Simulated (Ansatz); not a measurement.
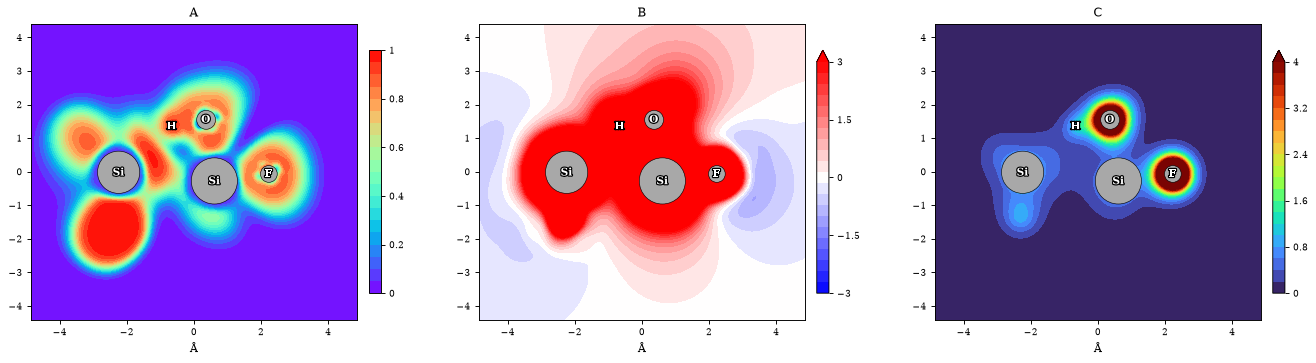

FH8OSi3···H3Si: 3 fields on the plane of atoms F5, Si1 and O7, with unlabelled colour scales. Grey discs cover the atomic cores.

A transition-state structure; geometry: PBE0-D4/def2-TZVP.

All numbers below come from RKS PBE0-D4/def2-TZVPP (Ansatz 0.2.0).

> Which field does each panel show? The fields are: electron density, electron localisation function and electrostatic potential.

Panel A: electron localisation function. Panel B: electrostatic potential (strongly positive close to the atoms, with negative regions outside electron-rich atoms). Panel C: electron density. From the grid: Si2···H6 (2.08 Å): the density falls to about 0.35 e/Å³ on the way; the ELF peaks at about 0.95 between the atoms. Si–F (1.64 Å): ρ at the midpoint is about 1.1 e/Å³; the ELF peaks at about 0.85 in the valence shell of F, 0.6 Å from its nucleus, and is about 0.55 at the midpoint.
